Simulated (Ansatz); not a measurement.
**Si2Br: what a guessed cell relaxes into, part 1 of 2**

Where does this trial cell of Si2Br go when cell and atoms are let free?

Method: DFT PBE, scalar-relativistic, plane waves, PAW, in Ansatz 0.2.0.

## 1. The structure to begin with

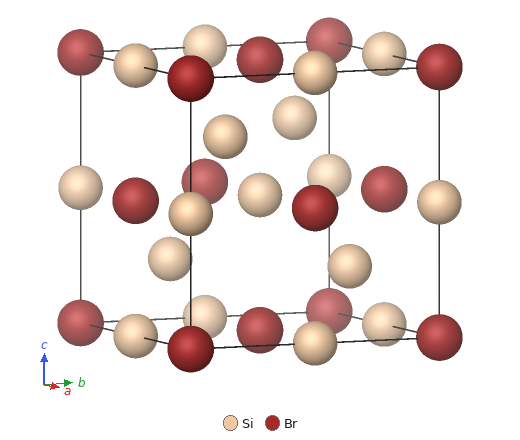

Start, viewed slightly off an axis; silicon light orange, bromine red. Atoms on the faces are drawn again on the opposite ones. The cell drawn here is the conventional one.

Structure file:

```cif
data_structure
_symmetry_space_group_name_H-M 'P 1'
_symmetry_Int_Tables_number 1
_cell_length_a 4.3912
_cell_length_b 4.3912
_cell_length_c 4.3912
_cell_angle_alpha 60.000
_cell_angle_beta 60.000
_cell_angle_gamma 60.000
_cell_volume 59.87
loop_
_atom_site_label
_atom_site_type_symbol
_atom_site_fract_x
_atom_site_fract_y
_atom_site_fract_z
_atom_site_occupancy
Si1 Si 0.75000 0.75000 0.75000 1
Si2 Si 0.50000 0.50000 0.50000 1
Br1 Br 0.00000 0.00000 0.00000 1
```

The cell is invented: species swapped into a database cell of Cu2Se (F-43m, No. 216), with Si on the Cu sites and Br on the Se sites. Its size is a rough estimate.

## 2. The guess as it stands, on a coarse mesh

File input.yaml:

```yaml
crystal:
  lattice:
    - [0.0, 3.10502434, 3.10502434]
    - [3.10502434, 0.0, 3.10502434]
    - [3.10502434, 3.10502434, 0.0]
  atoms:
    - { symbol: Si, position: [0.75, 0.75, 0.75] }
    - { symbol: Si, position: [0.5, 0.5, 0.5] }
    - { symbol: Br, position: [0.0, 0.0, 0.0] }
basis:
  ecutwfc: 420
kpoints:
  mp_grid: { grid: [6, 6, 6] }
hamiltonian:
  xc: pbe
scf:
  occupations: { method: gaussian, width: 0.1 }
  lower_state_search: "off"
output:
  forces: true
  stress: true
  eigenvalues: true
```

Launch:

```bash
$ ansatz run input.yaml --threads 1 --pin off --max-ram 2560MiB --backend cpu --events-out ev --progress --plain --runs-dir out
```

Output (excerpt; [...] marks lines left out):

```text
Warning: RAYON_NUM_THREADS=1 ignored (pool sized by the plan → 1); use --threads N
[...]
Pseudopotentials: kind: paw
Pseudopotential: Si, paw, valence charge 4, recommended cutoff 420 eV (normal), Si.paw.azcp
Pseudopotential: Br, paw, valence charge 7, recommended cutoff 420 eV (normal), Br.paw.azcp
Functional definition: PBE
[...]
Crystal: 3 atoms, lattice volume = 59.872 Å³
Basis set: ecut = 420 eV, 1211 PW (Γ), exchange–correlation on 60×60×60 points (8 copies of the dense FFT grid, shifted against one another)
Bands: 12, of which v1, the nominal top of the filled ones, is band 8 counted from 1 (7 counted from 0)
Symmetry: 24 space group operations
Space group: F-43m (ITA 216), of the structure as read, at distance tolerance 3.9e-5 Å
k-points: 16 of 216 (time reversal used)
[...]
SCF iter   1: F=—  HF=-4052.592895 eV  |F-HF|=—  |Δ(HF+E_count)|=         —  Δρ=6.10e-3  dr2=5.29e-2  ethr=1.77e-3  ⟨swp⟩=5.6  Hψ=1306  notcnv=0
[...]
SCF iter   6: F=-4052.578393 eV  HF=-4052.578393 eV  |F-HF|=2.10e-9  |Δ(HF+E_count)|=   1.26e-6  Δρ=7.09e-6  dr2=4.00e-8  ethr=6.67e-10  ⟨swp⟩=7.8  Hψ=1149  notcnv=0
[...]
SCF converged after 6 iterations
Free energy (F): -4052.578393 eV
[...]
E sigma→0 (E₀):  -4052.574473 eV
Entropy (-TS):   -0.007841 eV (-2.614 meV/atom)
Fermi energy:    7.559378 eV
[...]
--- Forces (eV/Å), atoms counted from 1 ---
  atom   1  Si    -0.00000000     0.00000000     0.00000000
  atom   2  Si     0.00000000    -0.00000000    -0.00000000
  atom   3  Br     0.00000000    -0.00000000     0.00000000
[...]
--- Stress (GPa, compression-positive) ---
        6.029451      -0.000000      -0.000000
        0.000000       6.029451       0.000000
       -0.000000       0.000000       6.029451
  P = ⅓ Tr σ = 6.0295 GPa (60.295 kbar)
--- Band table (eV; the first three rows and the last of 16) ---
  k-point 0: bands = ["-9.4616", "-0.8309", "2.8435", "2.8435", "2.8435", "6.4520", "6.4532", "6.4532", "6.4532", "10.0609", "10.0609", "10.0609"]
[...]
```

Wall time 0.69 s (1 thread of Intel Xeon 6975P-C (Granite Rapids), shared host); peak memory 0.32 GiB.

Read-out: pressure 6.0 GPa, largest force 0.00 eV/Å, gap on this mesh none (metal). A guess like this is first relaxed loosely on the coarse mesh.

## 3. Coarse relaxation

Changes to input.yaml since step 2:

```diff
@@ -22 +22,6 @@
   eigenvalues: true
+relax:
+  adjacent_minimum: "off"
+  f_tol: 0.04
+  max_steps: 70
+  cell: { stress_tol: 0.4 }
```

Launch:

```bash
$ ansatz run input.yaml --threads 1 --pin off --max-ram 2560MiB --backend cpu --events-out ev --progress --plain --runs-dir out
```

Output:

```text
Warning: RAYON_NUM_THREADS=1 ignored (pool sized by the plan → 1); use --threads N
Engine: ansatz 0.2.0, x86_64-unknown-linux-gnu
[... 4 set-up lines as earlier in the session ...]
  parameter kappa = 0.804
  parameter beta = 0.06672455060314922
  exchange = pbe_x(kappa = kappa, mu = beta*pi^2/3)
  correlation = pbe_c(beta = beta)
Crystal: 3 atoms, lattice volume = 59.872 Å³
Basis set: ecut = 420 eV, 1211 PW (Γ), exchange–correlation on 60×60×60 points (8 copies of the dense FFT grid, shifted against one another)
Bands: 12, of which v1, the nominal top of the filled ones, is band 8 counted from 1 (7 counted from 0)
[... 2 set-up lines as earlier in the session ...]
k-points: 16 of 216 (time reversal used)
Non-local potential: Si, projectors of the file, l = 0: 2, l = 1: 2, l = 2: 2
Non-local potential: Br, projectors of the file, l = 0: 2, l = 1: 2, l = 2: 2
PAW form: soft (Blöchl's): semilocal exchange-correlation on the pseudo side does not see the compensation charge
PAW one-centre angular grid: Si, 110 points (default); XC on 64 Gauss nodes
PAW one-centre angular grid: Br, 110 points (default); XC on 64 Gauss nodes
Initial density: superposition of atomic densities (neutral atoms: chi_scale 0, normalization atom), corrected by the library's trained network
Initial wavefunctions: pseudopotential atomic-orbital guess
Functional: x = pbe(κ = 0.804, μ = 0.2195149727645171), c = pbe(β = 0.06672455060314922)
SCF iter   1: F=—  HF=-4052.592895 eV  |F-HF|=—  |Δ(HF+E_count)|=         —  Δρ=6.10e-3  dr2=5.29e-2  ethr=1.77e-3  ⟨swp⟩=5.6  Hψ=1306  notcnv=0
preconditioner: auto → none  [insulator: Δε(μ)=0.134 eV  Ē_g=9.555 eV  σ=0.100 eV  W_gap=0.58  n_scr=14 (ndim 8)  ℏωp=18.6 eV  f_vac=0.004  D(μ)=1.56/eV (n_scr^D=14)  ε∞_Penn≈4.8]
SCF iter   2: F=—  HF=-4052.580120 eV  |F-HF|=—  |Δ(HF+E_count)|=   1.28e-2  Δρ=2.64e-3  dr2=7.16e-3  ethr=3.53e-4  ⟨swp⟩=2.9  Hψ=499  notcnv=0  defer=2
SCF iter   3: F=—  HF=-4052.578171 eV  |F-HF|=—  |Δ(HF+E_count)|=   1.95e-3  Δρ=8.18e-4  dr2=2.61e-4  ethr=4.77e-5  ⟨swp⟩=2.7  Hψ=320  notcnv=0  defer=2
SCF iter   4: F=—  HF=-4052.578388 eV  |F-HF|=—  |Δ(HF+E_count)|=   2.17e-4  Δρ=1.62e-4  dr2=1.98e-5  ethr=1.74e-6  ⟨swp⟩=2.3  Hψ=304  notcnv=0  defer=2
SCF iter   5: F=—  HF=-4052.578392 eV  |F-HF|=—  |Δ(HF+E_count)|=   4.44e-6  Δρ=3.75e-5  dr2=5.10e-7  ethr=1.32e-7  ⟨swp⟩=2.2  Hψ=302  notcnv=0  defer=2
SCF iter   6: F=-4052.578393 eV  HF=-4052.578393 eV  |F-HF|=2.10e-9  |Δ(HF+E_count)|=   1.26e-6  Δρ=7.09e-6  dr2=4.00e-8  ethr=6.67e-10  ⟨swp⟩=7.8  Hψ=1149  notcnv=0
SCF 1 converged in 6 iterations: F = -4052.578393 eV  dr2 = 4.00e-8
relax step   1: F+E_penalty+E_count = -4052.57839320 eV  Δ(F+E_penalty+E_count) = +0.000e0 eV  max|allowed force component| = 3.161e-16 eV/Å  Δτ_max = 0.0000 Å  P = +6.029 GPa  Ω = 59.872 Å³  (6 SCF iters, dr2 threshold 1.00e-7 eV, accepted)
Crystal: 3 atoms, lattice volume = 66.452 Å³
Basis set: ecut = 420 eV, 1291 PW (Γ), exchange–correlation on 60×60×60 points (8 copies of the dense FFT grid, shifted against one another)
Initial density: handed on by an earlier stage of this run
Initial wavefunctions: those handed on with the density
iter 1 solved again at ethr=4.13e-4 eV; its pass at ethr=3.10e-3 eV (dr2=6.20e-2 eV) is discarded
SCF iter   1: F=—  HF=-4052.705374 eV  |F-HF|=—  |Δ(HF+E_count)|=         —  Δρ=6.19e-3  dr2=6.39e-2  ethr=4.13e-4  ⟨swp⟩=1.4  Hψ=1491  notcnv=0
preconditioner: auto → LDOS  [insulator: Δε(μ)=0.164 eV  Ē_g=9.046 eV  σ=0.100 eV  W_gap=0.65  n_scr=14 (ndim 8)  ℏωp=17.6 eV  f_vac=0.010  D(μ)=1.35/eV (n_scr^D=8)  ε∞_Penn≈4.8  β→1.0]
SCF iter   2: F=—  HF=-4052.685431 eV  |F-HF|=—  |Δ(HF+E_count)|=   1.99e-2  Δρ=1.36e-3  dr2=2.76e-3  ethr=4.13e-4  ⟨swp⟩=2.2  Hψ=288  notcnv=0
preconditioner: auto → none  [insulator: Δε(μ)=0.169 eV  Ē_g=8.983 eV  σ=0.100 eV  W_gap=0.65  n_scr=14 (ndim 8)  ℏωp=17.6 eV  f_vac=0.006  D(μ)=1.32/eV (n_scr^D=8)  ε∞_Penn≈4.9  β→0.5]
SCF iter   3: F=—  HF=-4052.684975 eV  |F-HF|=—  |Δ(HF+E_count)|=   4.55e-4  Δρ=4.21e-4  dr2=2.30e-4  ethr=1.84e-5  ⟨swp⟩=2.4  Hψ=294  notcnv=0
SCF iter   4: F=—  HF=-4052.684946 eV  |F-HF|=—  |Δ(HF+E_count)|=   2.97e-5  Δρ=1.55e-4  dr2=7.97e-6  ethr=1.53e-6  ⟨swp⟩=2.3  Hψ=277  notcnv=0
iter 5 did not close the SCF: its close was put off for the readings that it lacked (scf_convergence_deferred on its scf_iter line)
SCF iter   5: F=-4052.684962 eV  HF=-4052.684962 eV  |F-HF|=4.54e-8  |Δ(HF+E_count)|=   1.59e-5  Δρ=1.22e-5  dr2=9.46e-8  ethr=5.31e-8  ⟨swp⟩=2.1  Hψ=303  notcnv=0
SCF iter   6: F=-4052.684962 eV  HF=-4052.684962 eV  |F-HF|=7.80e-10  |Δ(HF+E_count)|=   6.97e-8  Δρ=1.00e-6  dr2=7.04e-10  ethr=6.31e-10  ⟨swp⟩=3.9  Hψ=1082  notcnv=0
SCF 2 converged in 6 iterations: F = -4052.684962 eV  dr2 = 7.04e-10
relax step   2: F+E_penalty+E_count = -4052.68496172 eV  Δ(F+E_penalty+E_count) = -1.066e-1 eV  max|allowed force component| = 5.300e-16 eV/Å  Δτ_max = 0.0000 Å  P = -0.253 GPa  Ω = 66.452 Å³  energy of the carried Pulay correction = -7.050e-4 eV  (6 SCF iters, dr2 threshold 3.00e-7 eV, accepted)
Basis set: ecut = 420 eV, 1291 PW (Γ), exchange–correlation on 64×64×64 points (8 copies of the dense FFT grid, shifted against one another)
Initial wavefunctions: pseudopotential atomic-orbital guess (no wavefunctions were taken with the density)
iter 1 solved again at ethr=1.49e-7 eV; its pass at ethr=3.10e-3 eV (dr2=2.23e-5 eV) is discarded
SCF iter   1: F=—  HF=-4052.686012 eV  |F-HF|=—  |Δ(HF+E_count)|=         —  Δρ=6.10e-5  dr2=2.66e-7  ethr=1.49e-7  ⟨swp⟩=3.8  Hψ=2004  notcnv=0
preconditioner: auto → none  [insulator: Δε(μ)=0.170 eV  Ē_g=8.967 eV  σ=0.100 eV  W_gap=0.65  n_scr=14 (ndim 8)  ℏωp=17.6 eV  f_vac=0.005  D(μ)=1.32/eV (n_scr^D=8)  ε∞_Penn≈4.9]
SCF iter   2: F=—  HF=-4052.686016 eV  |F-HF|=—  |Δ(HF+E_count)|=   3.69e-6  Δρ=3.15e-5  dr2=6.42e-8  ethr=1.77e-9  ⟨swp⟩=2.1  Hψ=315  notcnv=0
iter 3 did not close the SCF: its close was put off for the readings that it lacked (scf_convergence_deferred on its scf_iter line)
SCF iter   3: F=-4052.686017 eV  HF=-4052.686017 eV  |F-HF|=4.15e-9  |Δ(HF+E_count)|=   1.33e-6  Δρ=1.88e-6  dr2=5.74e-10  ethr=4.28e-10  ⟨swp⟩=2.0  Hψ=313  notcnv=0
iter 4 did not close the SCF: its close was put off for the readings that it lacked (scf_convergence_deferred on its scf_iter line)
SCF iter   4: F=-4052.686017 eV  HF=-4052.686017 eV  |F-HF|=2.86e-11  |Δ(HF+E_count)|=   4.08e-9  Δρ=2.61e-7  dr2=1.11e-11  ethr=3.82e-12  ⟨swp⟩=2.4  Hψ=320  notcnv=0
iter 5 did not close the SCF: its close was put off for the readings that it lacked (scf_convergence_deferred on its scf_iter line)
SCF iter   5: F=-4052.686017 eV  HF=-4052.686017 eV  |F-HF|=2.27e-12  |Δ(HF+E_count)|=  3.00e-11  Δρ=2.41e-8  dr2=1.57e-13  ethr=1.00e-12  ⟨swp⟩=1.0  Hψ=192  notcnv=0
iter 6 did not close the SCF: its close was put off for the readings that it lacked (scf_convergence_deferred on its scf_iter line)
SCF iter   6: F=-4052.686017 eV  HF=-4052.686017 eV  |F-HF|=9.09e-13  |Δ(HF+E_count)|=  1.36e-12  Δρ=2.82e-9  dr2=4.62e-15  ethr=1.00e-12  ⟨swp⟩=1.1  Hψ=193  notcnv=0
SCF iter   7: F=-4052.686017 eV  HF=-4052.686017 eV  |F-HF|=9.09e-13  |Δ(HF+E_count)|=  9.09e-13  Δρ=9.98e-10  dr2=5.51e-16  ethr=1.00e-12  ⟨swp⟩=2.0  Hψ=503  notcnv=0
SCF 3 converged in 7 iterations: F = -4052.686017 eV  dr2 = 5.51e-16
relax step   3: F+E_penalty+E_count = -4052.68601692 eV  Δ(F+E_penalty+E_count) = -1.055e-3 eV  max|allowed force component| = 5.166e-16 eV/Å  Δτ_max = 0.0000 Å  P = -0.234 GPa  Ω = 66.452 Å³  stress off target by 2.34e-1 GPa  SCF on the basis re-selected at this cell (its energy is not comparable with the rows above)  (7 SCF iters)
basis re-selected at this cell: Δ(F+E_penalty+E_count) = -1.055e-3 eV, ΔP = +0.019 GPa vs the last step (what re-selecting the basis moved, of the pressure what is left beyond the Pulay correction that the steps carried, after the strain that the cell walked since its last selection, with what the two solves' SCF thresholds leave and, on support functions, any second-order correction that the steps lacked; it is no measure of the basis error at this ecutwfc). The dense FFT grid was sized anew with the basis: this SCF ran on 32×32×32 points, the steps before it on 30×30×30, so part of this shift can come from that change (see relax.cell in the input reference). This SCF's stress stands 2.34e-1 GPa from its target on what of the cell is left free (relax.cell.stress_tol is 4.00e-1 GPa) and its largest allowed force component is 5.17e-16 eV/Å (relax.f_tol is 4.00e-2 eV/Å): within both
SCF converged after 7 iterations
Free energy (F): -4052.686017 eV
Harris-Foulkes:  -4052.686017 eV  (|F-HF|=9.09e-13)
Internal energy: -4052.679433 eV  (E = F + TS)
E sigma→0 (E₀):  -4052.682725 eV
Entropy (-TS):   -0.006584 eV (-2.195 meV/atom)
Fermi energy:    6.267141 eV
--- Per-component energies (eV) ---
  E_band       = 6.092151
  E_kinetic    = 208.042373
  E_local      = -237.914404  (includes V_loc(G=0)·N_el)
  E_nonlocal   = 122.077699
  E_hartree    = 61.382176
  E_xc         = -372.375199
  E_vxc        = -193.748945  (∫ρ·V_xc dr)
  E_paw        = -3270.677012  (= ΣΔE_a)
  E_vpaw       = -15.128938  (= ΣTr[D̂ρ^β])
  E_aug_tail   = 0.000015  (compensation charges beyond the density's cutoff)
  E_ewald      = -563.215080
  E_smearing   = -0.006584  (= −TS)
  E_closure    = 0.000000  (closes the sum)
  Σ components = -4052.686017   (vs F -4052.686017, Δ=0.00e0)
--- Forces (eV/Å), atoms counted from 1 ---
  atom   1  Si     0.00000000     0.00000000     0.00000000
  atom   2  Si     0.00000000     0.00000000     0.00000000
  atom   3  Br    -0.00000000    -0.00000000    -0.00000000
  max |Σ_I F_I| component: 2.27e-16 eV/Å
--- Stress (GPa, compression-positive) ---
       -0.233617      -0.000000      -0.000000
       -0.000000      -0.233617      -0.000000
       -0.000000      -0.000000      -0.233617
  P = ⅓ Tr σ = -0.2336 GPa (-2.336 kbar)
--- Band table (eV; the first three rows and the last of 16) ---
  k-point 0: bands = ["-10.1010", "-1.9839", "2.0289", "2.0289", "2.0289", "4.5337", "5.4272", "5.4272", "5.4272", "8.7737", "8.7737", "8.7737"]
  k-point 1: bands = ["-10.0196", "-2.2617", "1.9128", "1.9328", "1.9328", "3.5441", "5.3873", "5.3873", "7.0343", "8.7158", "8.7158", "8.9833"]
  k-point 2: bands = ["-9.8451", "-2.7807", "1.2005", "1.7739", "1.7739", "3.6954", "5.1245", "5.1245", "7.6681", "9.4718", "9.4718", "11.0674"]
  k-point 15: bands = ["-9.6504", "-2.1894", "-1.3115", "0.4064", "2.0540", "4.5664", "5.2307", "7.3250", "8.5403", "10.0210", "10.5024", "11.4518"]
--- Relaxed structure (2 steps of the walk, 2 accepted, 1 SCFs on fresh bases) ---
  F+E_penalty+E_count = -4052.68601692 eV   max|allowed force component| = 5.166e-16 eV/Å   (the final SCF, on the basis selected at the relaxed cell)
  cell:  # Å, volume = 66.4518 Å³
    - [1.273843008223898e-34, 3.214836978867581, 3.214836978867581]
    - [3.214836978867581, 2.0636256733227137e-33, 3.214836978867581]
    - [3.214836978867581, 3.214836978867581, 1.7324264911845005e-33]
  atoms:
    - { symbol: Si, position: [0.7500000000000001, 0.7500000000000001, 0.7500000000000001] }
    - { symbol: Si, position: [0.5000000000000001, 0.5000000000000001, 0.5000000000000001] }
    - { symbol: Br, position: [-4.229845186862765e-34, 5.177468344815727e-34, 6.504140765949873e-34] }
```

It took 3 s on 1 thread of Intel Xeon 6975P-C (Granite Rapids), shared host; peak memory 0.34 GiB.

The steps of the relaxation:

| step | E - E(step 1) (eV/cell) | largest force component (eV/Å) | pressure (GPa) | volume (Å³) |
| --- | --- | --- | --- | --- |
| 1 | 0.0000 | 0.0000 | 6.03 | 59.87 |
| 2 | -0.1066 | 0.0000 | -0.25 | 66.45 |
| 3 | -0.1076 | 0.0000 | -0.23 | 66.45 |

Step 1 is the start. Step 3 repeats the geometry before it on a plane-wave basis chosen anew for that cell, so its energy need not be comparable with the rows above.

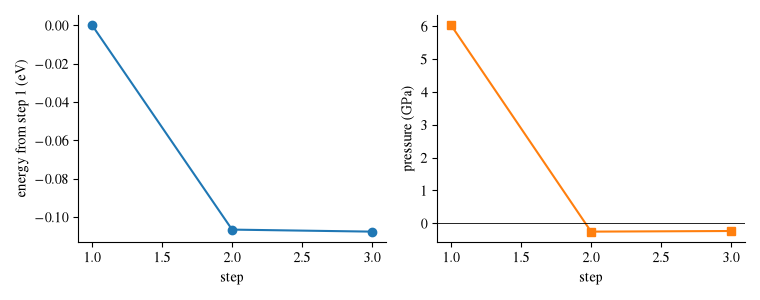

Energy and pressure along the relaxation.

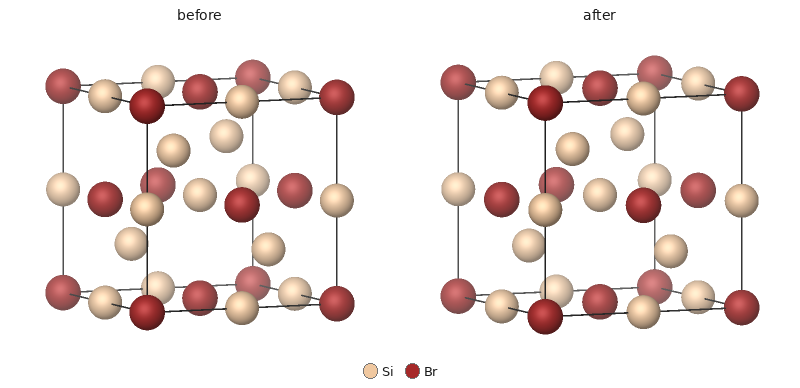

The structure before (left) and after (right) the relaxation, drawn at the same scale.

Lengths and angles in the start's conventional setting:

|  | before | after | change |
| --- | --- | --- | --- |
| a (Å) | 6.210 | 6.430 | +3.5 % |
| b (Å) | 6.210 | 6.430 | +3.5 % |
| c (Å) | 6.210 | 6.430 | +3.5 % |
| volume (Å³/atom) | 19.96 | 22.15 | +11.0 % |
| shortest distance (Å) | 2.689 | 2.784 | +3.5 % |
| space group (0.01 Å) | F-43m | F-43m | same |

Forces and stress were held to the start's 24 operations: a distortion of lower symmetry was not tested.

(Continued in part 2 of 2.)
